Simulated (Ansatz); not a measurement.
A series of calculations on Si₂H₄SOF₂

### Relaxation

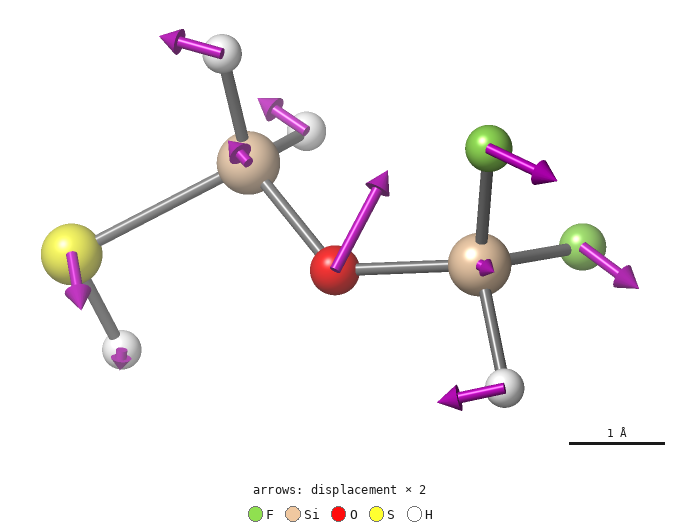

A relaxation of Si2H4SOF2. The starting structure is drawn; purple arrows show the displacements, magnified 2 times. The two geometries are superimposed by the best rigid fit.

A ball-and-stick model, seen at a tilt.

The run prepares an end point of a later path (torsion) calculation, from a guessed geometry.

Theory: RKS PBE0/6-31G in Ansatz. Settings: no spin polarisation; force threshold 0.015 eV/Å; at most 40 steps.

What did the optimiser do to the structure, and how much energy did it gain?

After 8 geometry steps the energy has fallen by 11.8 kcal/mol. The largest force component goes from 4.2 to 0.0056 eV/Å. The O atom moves most after the best rigid fit: 0.62 Å. Largest moves by element: O 0.62 Å, F 0.46 Å, H 0.37 Å, S 0.36 Å, Si 0.19 Å. Among the contacts that change: F–Si 1.591 → 1.674 Å, F–Si 1.616 → 1.674 Å, S–Si 2.163 → 2.216 Å, H–Si 1.510 → 1.481 Å. Among the angles between lasting bonds that change: Si–O–Si 131.5° → 172.7°, O–Si–S 105.7° → 111.1°, O–Si–H 107.5° → 112.6°.

### Relaxation

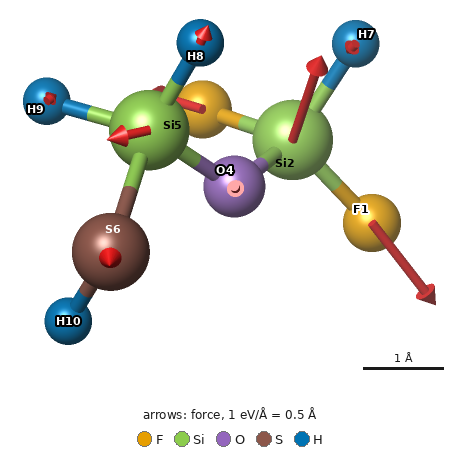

Starting geometry of Si₂H₄SOF₂ with the computed forces as red arrows. Style: ball-and-stick. Shown from a free direction.

The run prepares an end point of a later path (torsion) calculation, from a guessed geometry.

Theory: RKS PBE0/6-31G in Ansatz.

Input
```yaml
crystal:
  periodic: [false, false, false]
  atoms:
    - { symbol: F, position_ang: [-0.4404, -2.5265, 0.6314] }
    - { symbol: Si, position_ang: [0.6599, -1.7083, -0.1764] }
    - { symbol: F, position_ang: [0.4683, -1.9837, -1.7568] }
    - { symbol: O, position_ang: [0.5614, -0.0797, 0.0907] }
    - { symbol: Si, position_ang: [1.51185, 1.20397, -0.45557] }
    - { symbol: S, position_ang: [0.60362, 2.99234, 0.35283] }
    - { symbol: H, position_ang: [2.0209, -2.1634, 0.2918] }
    - { symbol: H, position_ang: [2.87212, 1.10354, 0.08244] }
    - { symbol: H, position_ang: [1.44202, 1.34257, -1.95124] }
    - { symbol: H, position_ang: [-0.60715, 2.83011, -0.26055] }
basis:
  gaussian: { orbitals: "6-31G" }
hamiltonian:
  xc: pbe0
relax:
  f_tol: 0.015
  max_steps: 40
```

Run as
```bash
ansatz run input.yaml --threads 1 --pin off --max-ram 2048MiB --backend cpu --events-out ev --progress --plain --runs-dir out
```

Q: Is this structure relaxed? If not, where do the atoms go?

A: It isn't relaxed: the largest force vector, on Si2, is 3.21 eV/Å. The final displacements have little in common with the starting forces (cosine between the two patterns −0.09). After 29 accepted moves (30 points after the start) the energy has fallen by 56.5 kJ/mol. The largest force component goes from 2.9 to 0.011 eV/Å. The line search rejected the trial step at point 23 of the run. The forces were under the threshold at step 17, but the run went on from there. F1 moves most after the best rigid fit: 1.15 Å. By element the largest moves are F 1.15 Å, H 1.12 Å, O 0.88 Å, S 0.49 Å, Si 0.32 Å. Near-neighbour distances that change, for instance: F1–Si2 1.591 → 1.675 Å, Si2–F3 1.616 → 1.674 Å, Si5–S6 2.163 → 2.216 Å, Si2–H7 1.510 → 1.480 Å. Bond angles that change, for instance: Si2–O4–Si5 131.5° → 167.7°, O4–Si5–S6 105.7° → 111.7°, O4–Si2–H7 107.5° → 112.6°.

### Path

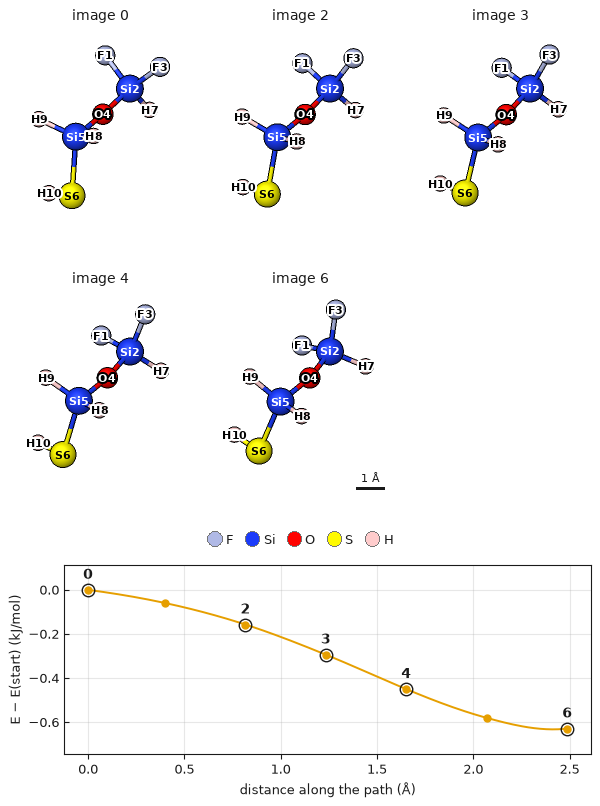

A nudged-elastic-band calculation for Si2H4SOF2. Images are numbered from 0 (start) to 6 (end). Style: ball-and-stick. Shown from a free direction.

These are results of RKS PBE0/6-31G in Ansatz 0.2.0, not measurements. Set-up: 5 movable images; climbing image; force threshold 0.05 eV/Å; iteration limit 38; starting path by image-dependent pair potential.

Describe the mechanism and the energy profile.

The motion is a rotation about the Si2–O4 bond by about 60°, with a turn of about 125° about O4–Si5. No bond forms or breaks between the ends. No barrier shows: the energy is highest at the start, and the end lies 0.63 kJ/mol below the start. The band converged in 5 iterations. The largest component of the band force went from 0.99 to 0.026 eV/Å.

Cost: 4.1 min on 1 thread of Arm Neoverse N1 (shared host), peak memory 0.18 GiB.
